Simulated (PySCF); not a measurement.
# S, S⁺: excitation energies in x2c-TZVPPall plus 1 even-tempered diffuse shell per l

Each state of sulfur is computed at each level; their differences give the excitation energy. How far do the methods differ?

The numbers are computed with PySCF 2.14.0 (unrestricted determinants in a Gaussian basis, no spin-orbit coupling in the energies), except any that are marked as measured or tabulated.

## (1) What is computed

* Element: sulfur (Z = 16)
* Basis: x2c-TZVPPall with one added diffuse shell each of s, p, d type (6s6p4d1f, 51 functions)
* Hamiltonian: scalar relativity by spin-free X2C-1e
* State 1: S: [Ne] 3s1 3p5, high-spin 3P determinant (an excited configuration)
* State 2: S: [Ne] 3s1 3p5, 3s spin antiparallel (an excited configuration)
* State 3: S⁺: [Ne] 3s1 3p3 3d1, high-spin 6D determinant (an excited configuration)
* Needed too, but not shown: S [Ne] 3s2 3p4 (3P), S⁺ [Ne] 3s2 3p3 (4S)
* Methods: CCSD(T)
* Core shells frozen in the correlated runs: valence and next inner shell: 1s2 (for S)

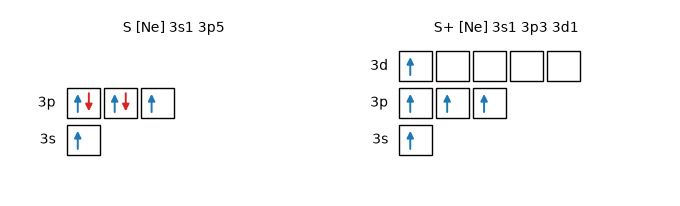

Outer shells as boxes.

The runs were made by one driver on top of PySCF. The scripts below sum up each run's settings (the driver also hands on starting orbitals that pick excited configurations, and frozen orbitals as a list rather than a count), and the logs come from the driver's own runs. The driver starts from symmetry-adapted Hartree-Fock orbitals, holds the occupation by maximum overlap and uses a logarithmic radial grid for functionals, so a plain start would take other cycles.

The integrals over 51 functions and the set-up took 0.1 s of CPU time.

## (2) S [Ne] 3s1 3p5: CCSD(T) (valence and next inner shell)

#### CCSD(T) (valence and next inner shell)

File input.py:

```python
from pyscf import gto, scf, dft, mp, cc
import basis_set_exchange as bse
mol = gto.M(atom="S 0 0 0", charge=0, spin=2, symmetry="D2h",
            basis=gto.basis.parse(bse.get_basis("x2c-TZVPPall", elements=["S"], fmt="nwchem", augment_diffuse=1)),
            nucmod="G")
mf = scf.UHF(mol).sfx2c1e()
mf.irrep_nelec = {'Ag': (3, 2), 'B1u': (2, 2), 'B2u': (2, 2), 'B3u': (2, 1)}
mf.kernel()
mycc = cc.CCSD(mf, frozen=1).run()
mycc.ccsd_t()
```

Output:

```text
CC2 = 0
CCSD nocc = (np.int64(8), np.int64(6)), nmo = (50, 50)
frozen orbitals [[0], [0]]
max_cycle = 100
direct = 0
conv_tol = 1e-08
conv_tol_normt = 1e-06
diis_space = 8
diis_start_cycle = 0
Init t2, MP2 energy = -0.316303820009968
Init E_corr(UCCSD) = -0.316303820015287
cycle = 1  E_corr(UCCSD) = -0.337817576468502  dE = -0.0215137565  norm(t1,t2) = 0.120397
cycle = 2  E_corr(UCCSD) = -0.349944279454455  dE = -0.012126703  norm(t1,t2) = 0.080106
cycle = 3  E_corr(UCCSD) = -0.369452544194152  dE = -0.0195082647  norm(t1,t2) = 0.0564712
cycle = 4  E_corr(UCCSD) = -0.367539523175299  dE = 0.00191302102  norm(t1,t2) = 0.0129478
cycle = 5  E_corr(UCCSD) = -0.369100190620613  dE = -0.00156066745  norm(t1,t2) = 0.00789291
cycle = 6  E_corr(UCCSD) = -0.369415226648771  dE = -0.000315036028  norm(t1,t2) = 0.00292342
cycle = 7  E_corr(UCCSD) = -0.369101949356631  dE = 0.000313277292  norm(t1,t2) = 0.00179385
cycle = 8  E_corr(UCCSD) = -0.369377370477723  dE = -0.000275421121  norm(t1,t2) = 0.00109532
cycle = 9  E_corr(UCCSD) = -0.369321731820505  dE = 5.56386572e-05  norm(t1,t2) = 0.000396938
cycle = 10  E_corr(UCCSD) = -0.369342495390601  dE = -2.07635701e-05  norm(t1,t2) = 0.000184894
cycle = 11  E_corr(UCCSD) = -0.36933869724931  dE = 3.79814129e-06  norm(t1,t2) = 8.15634e-05
cycle = 12  E_corr(UCCSD) = -0.369338946098821  dE = -2.48849511e-07  norm(t1,t2) = 0.000109997
cycle = 13  E_corr(UCCSD) = -0.369340039475137  dE = -1.09337632e-06  norm(t1,t2) = 2.73589e-05
cycle = 14  E_corr(UCCSD) = -0.36933924931931  dE = 7.90155827e-07  norm(t1,t2) = 1.01659e-05
cycle = 15  E_corr(UCCSD) = -0.369339311740559  dE = -6.24212485e-08  norm(t1,t2) = 4.30773e-06
cycle = 16  E_corr(UCCSD) = -0.369339284026041  dE = 2.77145178e-08  norm(t1,t2) = 2.74893e-06
cycle = 17  E_corr(UCCSD) = -0.369339316347477  dE = -3.23214359e-08  norm(t1,t2) = 1.90747e-06
cycle = 18  E_corr(UCCSD) = -0.369339341218837  dE = -2.48713605e-08  norm(t1,t2) = 1.03945e-06
cycle = 19  E_corr(UCCSD) = -0.36933931969368  dE = 2.15251569e-08  norm(t1,t2) = 3.19142e-07
cycle = 20  E_corr(UCCSD) = -0.369339317222752  dE = 2.47092802e-09  norm(t1,t2) = 1.51131e-07
UCCSD converged
E(UCCSD) = -398.5285076519554  E_corr = -0.3693393172227522
UCCSD(T) correction = -0.0277502321484692
```

CPU time 6.8 s on a shared host, the integrals not counted.

CCSD correlation -0.36934 hartree, triples -0.02775; total -398.556258. T1 = 0.021, largest double amplitude 0.201.

A double-excitation amplitude exceeds 0.15, a sign of near-degeneracy.

## (3) S [Ne] 3s1 3p5, s spin flipped, at CCSD(T) (valence and next inner shell)

#### CCSD(T) (valence and next inner shell)

File input.py:

```python
from pyscf import gto, scf, dft, mp, cc
import basis_set_exchange as bse
mol = gto.M(atom="S 0 0 0", charge=0, spin=0, symmetry="D2h",
            basis=gto.basis.parse(bse.get_basis("x2c-TZVPPall", elements=["S"], fmt="nwchem", augment_diffuse=1)),
            nucmod="G")
mf = scf.UHF(mol).sfx2c1e()
mf.irrep_nelec = {'Ag': (2, 3), 'B1u': (2, 2), 'B2u': (2, 2), 'B3u': (2, 1)}
mf.kernel()
mycc = cc.CCSD(mf, frozen=1).run()
mycc.ccsd_t()
```

Output:

```text
CC2 = 0
CCSD nocc = (np.int64(7), np.int64(7)), nmo = (50, 50)
frozen orbitals [[0], [0]]
max_cycle = 100
direct = 0
conv_tol = 1e-08
conv_tol_normt = 1e-06
diis_space = 8
diis_start_cycle = 0
Init t2, MP2 energy = -0.351959391912373
Init E_corr(UCCSD) = -0.351959391926706
cycle = 1  E_corr(UCCSD) = -0.383505184593132  dE = -0.0315457927  norm(t1,t2) = 0.172324
cycle = 2  E_corr(UCCSD) = -0.405019070454766  dE = -0.0215138859  norm(t1,t2) = 0.131861
cycle = 3  E_corr(UCCSD) = -0.449550096200279  dE = -0.0445310257  norm(t1,t2) = 0.100429
cycle = 4  E_corr(UCCSD) = -0.435884536615005  dE = 0.0136655596  norm(t1,t2) = 0.0328394
cycle = 5  E_corr(UCCSD) = -0.443181048716324  dE = -0.0072965121  norm(t1,t2) = 0.037086
cycle = 6  E_corr(UCCSD) = -0.451799841443913  dE = -0.00861879273  norm(t1,t2) = 0.0215931
cycle = 7  E_corr(UCCSD) = -0.451120506683151  dE = 0.000679334761  norm(t1,t2) = 0.0122009
cycle = 8  E_corr(UCCSD) = -0.450782644762688  dE = 0.00033786192  norm(t1,t2) = 0.00355057
cycle = 9  E_corr(UCCSD) = -0.451064001163484  dE = -0.000281356401  norm(t1,t2) = 0.00107501
cycle = 10  E_corr(UCCSD) = -0.450947306003571  dE = 0.00011669516  norm(t1,t2) = 0.000687321
[... 14 lines left out ...]
cycle = 25  E_corr(UCCSD) = -0.45100721886392  dE = 2.2699826e-08  norm(t1,t2) = 2.02545e-06
cycle = 26  E_corr(UCCSD) = -0.451007242913049  dE = -2.4049129e-08  norm(t1,t2) = 2.09982e-06
cycle = 27  E_corr(UCCSD) = -0.45100732515225  dE = -8.22392008e-08  norm(t1,t2) = 1.93066e-06
cycle = 28  E_corr(UCCSD) = -0.451007321595721  dE = 3.55652863e-09  norm(t1,t2) = 1.73562e-06
cycle = 29  E_corr(UCCSD) = -0.451007362951477  dE = -4.13557556e-08  norm(t1,t2) = 1.99921e-06
cycle = 30  E_corr(UCCSD) = -0.451007448958392  dE = -8.60069149e-08  norm(t1,t2) = 1.56034e-06
cycle = 31  E_corr(UCCSD) = -0.451007433851457  dE = 1.51069345e-08  norm(t1,t2) = 1.53356e-06
cycle = 32  E_corr(UCCSD) = -0.451007423193768  dE = 1.0657689e-08  norm(t1,t2) = 1.6184e-06
cycle = 33  E_corr(UCCSD) = -0.451007407427835  dE = 1.57659334e-08  norm(t1,t2) = 9.83485e-07
cycle = 34  E_corr(UCCSD) = -0.451007405879778  dE = 1.54805629e-09  norm(t1,t2) = 8.34375e-07
UCCSD converged
E(UCCSD) = -398.5013568314282  E_corr = -0.4510074058797783
UCCSD(T) correction = -0.0590567814857586
```

CPU time 8.3 s on a shared host, the integrals not counted.

CCSD correlation -0.45101 hartree, triples -0.05906; total -398.560414. T1 = 0.025, largest double amplitude 0.504.

With the s spin flipped the determinant is a mixture of two multiplicities, not a spectroscopic state. A double-excitation amplitude exceeds 0.15, a sign of near-degeneracy.

## (4) S⁺ [Ne] 3s1 3p3 3d1, at CCSD(T) (valence and next inner shell)

#### CCSD(T) (valence and next inner shell)

File input.py:

```python
from pyscf import gto, scf, dft, mp, cc
import basis_set_exchange as bse
mol = gto.M(atom="S 0 0 0", charge=1, spin=5, symmetry="D2h",
            basis=gto.basis.parse(bse.get_basis("x2c-TZVPPall", elements=["S"], fmt="nwchem", augment_diffuse=1)),
            nucmod="G")
mf = scf.UHF(mol).sfx2c1e()
mf.irrep_nelec = {'Ag': (3, 2), 'B1g': (1, 0), 'B1u': (2, 1), 'B2u': (2, 1), 'B3u': (2, 1)}
mf.kernel()
mycc = cc.CCSD(mf, frozen=1).run()
mycc.ccsd_t()
```

Output:

```text
CC2 = 0
CCSD nocc = (np.int64(9), np.int64(4)), nmo = (50, 50)
frozen orbitals [[0], [0]]
max_cycle = 100
direct = 0
conv_tol = 1e-08
conv_tol_normt = 1e-06
diis_space = 8
diis_start_cycle = 0
Init t2, MP2 energy = -0.181309882944828
Init E_corr(UCCSD) = -0.181309882946997
cycle = 1  E_corr(UCCSD) = -0.189311142441398  dE = -0.00800125949  norm(t1,t2) = 0.0250399
cycle = 2  E_corr(UCCSD) = -0.191213175036707  dE = -0.0019020326  norm(t1,t2) = 0.00711616
cycle = 3  E_corr(UCCSD) = -0.191814669280903  dE = -0.000601494244  norm(t1,t2) = 0.00233278
cycle = 4  E_corr(UCCSD) = -0.191803269724348  dE = 1.13995566e-05  norm(t1,t2) = 0.000302282
cycle = 5  E_corr(UCCSD) = -0.19179949128457  dE = 3.77843978e-06  norm(t1,t2) = 5.91489e-05
cycle = 6  E_corr(UCCSD) = -0.191800988609748  dE = -1.49732518e-06  norm(t1,t2) = 1.5344e-05
cycle = 7  E_corr(UCCSD) = -0.191800834251473  dE = 1.54358275e-07  norm(t1,t2) = 2.0153e-06
cycle = 8  E_corr(UCCSD) = -0.191800829714715  dE = 4.53675814e-09  norm(t1,t2) = 3.74731e-07
UCCSD converged
E(UCCSD) = -397.7647487525572  E_corr = -0.1918008297147147
UCCSD(T) correction = -0.00120995512399556
```

It used 3.6 s of CPU time after the integrals (shared host).

CCSD correlation -0.19180 hartree, triples -0.00121; total -397.765959. T1 = 0.002, largest double amplitude 0.031.

## (5) Differences of total energies

Excitation energy: S [Ne] 3s2 3p4 (3P) → S [Ne] 3s1 3p5 (3P).

| method | value (eV) | error (eV) |
| --- | --- | --- |
| UHF | 11.585 | +2.658 |
| MP2 (valence and next inner shell) | 10.525 | +1.597 |
| SCS-MP2 (valence and next inner shell) | 10.403 | +1.475 |
| CCSD (valence and next inner shell) | 9.658 | +0.730 |
| CCSD(T) (valence and next inner shell) | 9.075 | +0.147 |

Reference: 8.928 eV (measured; NIST levels, between the centres of gravity of the two terms). Errors of the correlated levels include the incompleteness of this basis. The coupled-cluster amplitudes are large for S, so a single reference is strained.

Excitation energy: S [Ne] 3s2 3p4 (3P) → S [Ne] 3s1 3p5, s spin flipped.

```
                                method  value (eV)
                                   UHF      14.547
    MP2 (valence and next inner shell)      12.516
SCS-MP2 (valence and next inner shell)      12.260
```

The upper determinant mixes two multiplicities, so it lies between the two terms. The coupled-cluster amplitudes are large for S, so a single reference is strained.

Excitation energy: S⁺ [Ne] 3s2 3p3 (4S) → S⁺ [Ne] 3s1 3p3 3d1 (6D).

```csv
method,value (eV),less CCSD(T) (valence and next inner shell) (eV)
UHF,18.315,-2.158
MP2 (valence and next inner shell),20.189,-0.284
SCS-MP2 (valence and next inner shell),20.579,+0.106
CCSD (valence and next inner shell),20.371,-0.102
CCSD(T) (valence and next inner shell),20.473,+0.000
```

The differences also use runs on S [Ne] 3s2 3p4 (3P), S⁺ [Ne] 3s2 3p3 (4S), which are not shown here. The runs at UHF, MP2 (valence and next inner shell) are not shown; their differences are listed all the same.

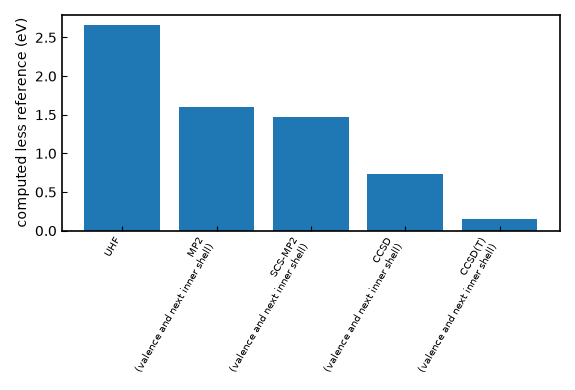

Computed less reference values by method.

## (6) Outcome

```
                                           quantity                                                                         value
                excitation energy, S → [Ne] 3s1 3p5  UHF 11.585, CCSD(T) (valence and next inner shell) 9.075 eV; reference 8.928
excitation energy, S → [Ne] 3s1 3p5, s spin flipped                      UHF 14.547, MP2 (valence and next inner shell) 12.516 eV
           excitation energy, S⁺ → [Ne] 3s1 3p3 3d1                  UHF 18.315, CCSD(T) (valence and next inner shell) 20.473 eV
```

Each level's miss (mean over 1 difference):

```csv
method,mean absolute miss against the measured value (with the measured fine structure taken into account where it is known) (eV)
UHF,2.658
MP2 (valence and next inner shell),1.597
SCS-MP2 (valence and next inner shell),1.475
CCSD (valence and next inner shell),0.730
CCSD(T) (valence and next inner shell),0.147
```

In words: The coupled-cluster values of one difference were set aside by the checks on these runs and are not quoted; the lower level shown rests on the same reference and is no safer. Against experiment CCSD(T) (valence and next inner shell) comes closest (off by 0.15 eV) and UHF is farthest (2.66 eV). The basis is finite, and no extrapolation was made.
